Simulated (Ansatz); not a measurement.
## CH7FN2OSi: geometry relaxation (part 2 of 2)

The same run, continued: CH7FN2OSi, SMILES CN[Si](N)(O)F; RKS PBE-D4/STO-3G (Ansatz 0.2.0). It belongs to a series of runs on one base structure; here: start relaxed.

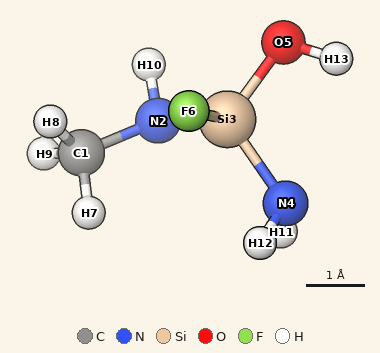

Fig. 1: The geometry at step 10 of the log (ball-and-stick view, seen at a tilt; atoms are numbered from 1 in the order of the input).

## Trajectory as extended XYZ, continued
```
13
Properties=species:S:1:pos:R:3:forces:R:3 step=5 energy=-16548.12065
C    -1.8386    0.4985   -0.3450   -0.0393   0.0773   0.1269
N    -0.3998    0.9012   -0.3532    0.1404  -0.0454  -0.0715
Si    0.7791   -0.0914    0.5171    0.1227  -0.0258   0.0268
N     1.3516   -1.4958   -0.4248    0.0785  -0.1083  -0.1731
O     2.0962    0.9759    0.8111   -0.2147   0.0863  -0.0625
F     0.1938   -0.7337    1.9111   -0.1115  -0.0334   0.1713
H    -1.9209   -0.5781   -0.5966    0.0081  -0.0616  -0.0464
H    -2.3687    0.6502    0.6311    0.0203  -0.0127  -0.0336
H    -2.4032    1.0706   -1.1159    0.0355  -0.0278   0.0292
H    -0.3310    1.9138   -0.0837   -0.0544   0.2420   0.0162
H     1.3431   -1.2115   -1.4482    0.0108  -0.0507  -0.0044
H     0.6218   -2.2679   -0.3957    0.0227   0.0499   0.0415
H     2.8970    0.3335    0.9077   -0.0192  -0.0898  -0.0206
13
Properties=species:S:1:pos:R:3:forces:R:3 step=6 energy=-16548.13030
C    -1.8348    0.5114   -0.3366   -0.0189  -0.0525   0.0234
N    -0.3943    0.9130   -0.3631    0.0058  -0.0584  -0.0522
Si    0.7679   -0.1011    0.5129   -0.0347   0.0015   0.0130
N     1.3766   -1.5039   -0.4266    0.0022   0.0575  -0.0599
O     2.0608    0.9821    0.8263    0.2005  -0.1811  -0.0092
F     0.1591   -0.7448    1.9039   -0.0343   0.0081  -0.0384
H    -1.9159   -0.5628   -0.6110   -0.0176   0.0359   0.0016
H    -2.3507    0.6415    0.6498    0.0206  -0.0059  -0.0229
H    -2.4115    1.0940   -1.0889    0.0149   0.0011   0.0167
H    -0.3263    1.9318   -0.0994    0.0192   0.0215   0.0394
H     1.3504   -1.2403   -1.4570   -0.0200  -0.0204   0.0727
H     0.6665   -2.2929   -0.3730    0.0131   0.0229   0.0169
H     2.8725    0.3375    0.8776   -0.1507   0.1698  -0.0012
13
Properties=species:S:1:pos:R:3:forces:R:3 step=7 energy=-16548.13360
C    -1.8312    0.5102   -0.3356   -0.0570  -0.0046  -0.0082
N    -0.3905    0.9122   -0.3755   -0.0062  -0.0102  -0.0665
Si    0.7671   -0.1004    0.5063    0.0329  -0.0123   0.0364
N     1.3816   -1.5025   -0.4292   -0.0139   0.0273  -0.0246
O     2.0582    0.9840    0.8203    0.0641  -0.0684   0.0070
F     0.1446   -0.7405    1.8929   -0.0147  -0.0003  -0.0245
H    -1.9223   -0.5571   -0.6314    0.0102   0.0224   0.0083
H    -2.3330    0.6232    0.6594    0.0118  -0.0083  -0.0102
H    -2.4148    1.1099   -1.0686    0.0054  -0.0009   0.0207
H    -0.3224    1.9294   -0.1013    0.0065  -0.0053   0.0203
H     1.3325   -1.2499   -1.4605   -0.0094  -0.0054   0.0312
H     0.6820   -2.2990   -0.3551    0.0132   0.0088   0.0153
H     2.8685    0.3457    0.8932   -0.0429   0.0574  -0.0050
13
Properties=species:S:1:pos:R:3:forces:R:3 step=8 energy=-16548.13657
C    -1.8277    0.5134   -0.3373   -0.0671  -0.0074  -0.0024
N    -0.3844    0.9145   -0.4047   -0.0344   0.0556  -0.0611
Si    0.7655   -0.0971    0.4955    0.0441  -0.0358   0.0715
N     1.3942   -1.4976   -0.4311   -0.0566  -0.0298  -0.0523
O     2.0528    0.9877    0.8251   -0.0543  -0.0025   0.0195
F     0.1124   -0.7412    1.8677    0.0246   0.0259  -0.0233
H    -1.9283   -0.5417   -0.6724   -0.0039   0.0355   0.0097
H    -2.2983    0.5867    0.6772    0.0115  -0.0063  -0.0375
H    -2.4308    1.1446   -1.0281    0.0401  -0.0333   0.0412
H    -0.3189    1.9271   -0.1056    0.0127  -0.0177  -0.0017
H     1.2961   -1.2712   -1.4655    0.0010  -0.0212   0.0519
H     0.7237   -2.3152   -0.3089    0.0551   0.0607  -0.0092
H     2.8640    0.3552    0.9030    0.0270  -0.0236  -0.0062
13
Properties=species:S:1:pos:R:3:forces:R:3 step=9 energy=-16548.13784
C    -1.8277    0.5156   -0.3368   -0.0511   0.0222  -0.0105
N    -0.3822    0.9133   -0.4210   -0.0210   0.0068  -0.0304
Si    0.7636   -0.0977    0.4927    0.0129  -0.0213   0.0309
N     1.4041   -1.4929   -0.4334   -0.0492  -0.0299  -0.0381
O     2.0452    0.9875    0.8367   -0.0329   0.0112   0.0289
F     0.0971   -0.7432    1.8577    0.0252   0.0233  -0.0174
H    -1.9400   -0.5317   -0.6915    0.0086   0.0257   0.0145
H    -2.2830    0.5722    0.6854    0.0139  -0.0070  -0.0283
H    -2.4361    1.1634   -1.0060    0.0235  -0.0253   0.0264
H    -0.3131    1.9245   -0.1157   -0.0013  -0.0105  -0.0005
H     1.2773   -1.2816   -1.4675    0.0061  -0.0083   0.0392
H     0.7548   -2.3227   -0.2865    0.0412   0.0348  -0.0072
H     2.8604    0.3586    0.9006    0.0241  -0.0215  -0.0074
13
Properties=species:S:1:pos:R:3:forces:R:3 step=10 energy=-16548.13895
C    -1.8304    0.5227   -0.3358   -0.0060  -0.0278   0.0010
N    -0.3813    0.9092   -0.4407   -0.0034   0.0080   0.0093
Si    0.7590   -0.1006    0.4905   -0.0175  -0.0232  -0.0150
N     1.4183   -1.4861   -0.4373   -0.0406  -0.0160  -0.0198
O     2.0322    0.9839    0.8637    0.0390  -0.0175   0.0204
F     0.0777   -0.7501    1.8456    0.0069   0.0140  -0.0036
H    -1.9541   -0.5201   -0.6983   -0.0091   0.0077   0.0038
H    -2.2676    0.5708    0.6939    0.0014   0.0067  -0.0134
H    -2.4433    1.1809   -0.9886    0.0070  -0.0033   0.0059
H    -0.3070    1.9193   -0.1301    0.0104   0.0014  -0.0027
H     1.2597   -1.2903   -1.4697    0.0041  -0.0118   0.0324
H     0.8012   -2.3352   -0.2643    0.0347   0.0415  -0.0120
H     2.8559    0.3609    0.8860   -0.0269   0.0204  -0.0063
13
Properties=species:S:1:pos:R:3:forces:R:3 step=11 energy=-16548.13938
C    -1.8328    0.5255   -0.3344    0.0165   0.0238   0.0019
N    -0.3812    0.9064   -0.4465   -0.0070  -0.0334   0.0254
Si    0.7560   -0.1040    0.4911   -0.0189   0.0074  -0.0206
N     1.4271   -1.4798   -0.4413   -0.0249  -0.0083  -0.0159
O     2.0249    0.9790    0.8848    0.0599  -0.0417   0.0048
F     0.0671   -0.7576    1.8398   -0.0042   0.0038  -0.0002
H    -1.9650   -0.5182   -0.6908    0.0078   0.0042   0.0035
H    -2.2671    0.5836    0.6957    0.0053  -0.0038  -0.0024
H    -2.4431    1.1843   -0.9884   -0.0052  -0.0005  -0.0078
H    -0.3007    1.9172   -0.1378   -0.0090  -0.0086  -0.0044
H     1.2502   -1.2920   -1.4718    0.0039  -0.0059   0.0217
H     0.8313   -2.3405   -0.2560    0.0211   0.0235  -0.0054
H     2.8536    0.3614    0.8706   -0.0454   0.0396  -0.0005
13
Properties=species:S:1:pos:R:3:forces:R:3 step=12 energy=-16548.13970
C    -1.8346    0.5294   -0.3332    0.0196  -0.0100  -0.0079
N    -0.3818    0.9033   -0.4474   -0.0050   0.0003   0.0233
Si    0.7534   -0.1062    0.4921    0.0036   0.0141  -0.0046
N     1.4329   -1.4733   -0.4459   -0.0134  -0.0080  -0.0114
O     2.0215    0.9737    0.8998    0.0367  -0.0384  -0.0046
F     0.0591   -0.7646    1.8356   -0.0066  -0.0013  -0.0001
H    -1.9684   -0.5169   -0.6805   -0.0043  -0.0028   0.0016
H    -2.2689    0.5968    0.6960   -0.0015   0.0037   0.0011
H    -2.4425    1.1834   -0.9943   -0.0040   0.0046  -0.0007
H    -0.2983    1.9149   -0.1427    0.0017  -0.0005  -0.0067
H     1.2397   -1.2921   -1.4742    0.0029  -0.0016   0.0111
H     0.8557   -2.3435   -0.2499    0.0108   0.0079  -0.0013
H     2.8524    0.3604    0.8594   -0.0403   0.0321   0.0003
13
Properties=species:S:1:pos:R:3:forces:R:3 step=13 energy=-16548.13991
C    -1.8355    0.5322   -0.3326    0.0021   0.0028   0.0036
N    -0.3824    0.9018   -0.4434    0.0051   0.0027   0.0076
Si    0.7514   -0.1083    0.4945    0.0138   0.0040  -0.0002
N     1.4372   -1.4669   -0.4513   -0.0075   0.0010   0.0053
O     2.0187    0.9681    0.9148    0.0073  -0.0299  -0.0095
F     0.0516   -0.7737    1.8317   -0.0026  -0.0013  -0.0015
H    -1.9711   -0.5180   -0.6675    0.0004   0.0017  -0.0029
H    -2.2739    0.6131    0.6940   -0.0040  -0.0004   0.0025
H    -2.4398    1.1805   -1.0031    0.0011  -0.0029  -0.0016
H    -0.2952    1.9152   -0.1471   -0.0006  -0.0062  -0.0047
H     1.2274   -1.2912   -1.4769   -0.0020  -0.0055   0.0046
H     0.8806   -2.3478   -0.2446    0.0066   0.0166  -0.0046
H     2.8513    0.3604    0.8463   -0.0196   0.0174   0.0016
13
Properties=species:S:1:pos:R:3:forces:R:3 step=14 energy=-16548.13997
C    -1.8360    0.5341   -0.3318   -0.0016  -0.0001  -0.0113
N    -0.3823    0.9006   -0.4393   -0.0066  -0.0033   0.0026
Si    0.7507   -0.1101    0.4965    0.0038   0.0211   0.0161
N     1.4400   -1.4619   -0.4544    0.0022  -0.0084  -0.0137
O     2.0172    0.9644    0.9230    0.0044  -0.0180  -0.0045
F     0.0481   -0.7810    1.8296    0.0013   0.0008  -0.0027
H    -1.9716   -0.5175   -0.6621    0.0000  -0.0007   0.0034
H    -2.2795    0.6212    0.6923    0.0052   0.0004  -0.0015
H    -2.4365    1.1787   -1.0092    0.0005   0.0013   0.0038
H    -0.2925    1.9151   -0.1494    0.0007   0.0018   0.0017
H     1.2159   -1.2915   -1.4777    0.0026   0.0007   0.0007
H     0.8958   -2.3479   -0.2395   -0.0006  -0.0066   0.0033
H     2.8510    0.3611    0.8370   -0.0119   0.0110   0.0022
13
Properties=species:S:1:pos:R:3:forces:R:3 step=15 energy=-16548.13999
C    -1.8360    0.5343   -0.3326    0.0010  -0.0018   0.0030
N    -0.3824    0.9007   -0.4389    0.0007   0.0008  -0.0019
Si    0.7507   -0.1099    0.4967    0.0022   0.0009  -0.0003
N     1.4399   -1.4619   -0.4551   -0.0001   0.0009  -0.0006
O     2.0169    0.9645    0.9233    0.0017  -0.0084  -0.0016
F     0.0482   -0.7813    1.8296    0.0016   0.0010  -0.0009
H    -1.9717   -0.5171   -0.6634   -0.0009   0.0004  -0.0004
H    -2.2788    0.6205    0.6919   -0.0011   0.0000  -0.0017
H    -2.4366    1.1801   -1.0088    0.0008  -0.0002   0.0006
H    -0.2928    1.9152   -0.1486    0.0005   0.0014   0.0005
H     1.2139   -1.2929   -1.4782   -0.0002   0.0010   0.0014
H     0.8980   -2.3489   -0.2379   -0.0004  -0.0011   0.0009
H     2.8510    0.3620    0.8368   -0.0058   0.0052   0.0010
```

The run was set up as follows.

## Input
```yaml
crystal:
  periodic: [false, false, false]
  atoms:
    - { symbol: C, position_ang: [-1.7392, 0.3629, -0.3513] }
    - { symbol: "N", position_ang: [-0.3663, 0.6864, -0.3603] }
    - { symbol: Si, position_ang: [0.7405, -0.108, 0.5434] }
    - { symbol: "N", position_ang: [1.2859, -1.3648, -0.429] }
    - { symbol: O, position_ang: [2.0771, 0.8426, 0.7022] }
    - { symbol: F, position_ang: [0.1943, -0.5931, 1.938] }
    - { symbol: H, position_ang: [-1.967, -0.6247, -0.6549] }
    - { symbol: H, position_ang: [-2.2006, 0.6073, 0.6118] }
    - { symbol: H, position_ang: [-2.2844, 1.0757, -1.0454] }
    - { symbol: H, position_ang: [-0.2301, 1.6782, -0.1316] }
    - { symbol: H, position_ang: [1.2442, -0.9842, -1.341] }
    - { symbol: H, position_ang: [0.4424, -2.0056, -0.4302] }
    - { symbol: H, position_ang: [2.8235, 0.3926, 0.9632] }
basis:
  gaussian: { orbitals: STO-3G }
hamiltonian:
  xc: pbe
  dispersion: d4
relax:
  f_tol: 0.02
  max_steps: 40
scf:
  lower_state_search: "off"
```

Launch command:
```bash
ansatz run input.yaml --threads 1 --pin off --max-ram 2048MiB --backend cpu --events-out ev --progress --plain --runs-dir out
```

## Summary

```tsv
quantity	value
outcome	converged
total energy	−16548.1400 eV
mean-field energy	−16547.8622 eV
largest force (length of the vector) at the end	0.009 eV/Å
hardware	1 thread of Arm Neoverse N1, 16 GiB of memory available, shared host
wall time	78 s
peak memory	0.17 GiB
```
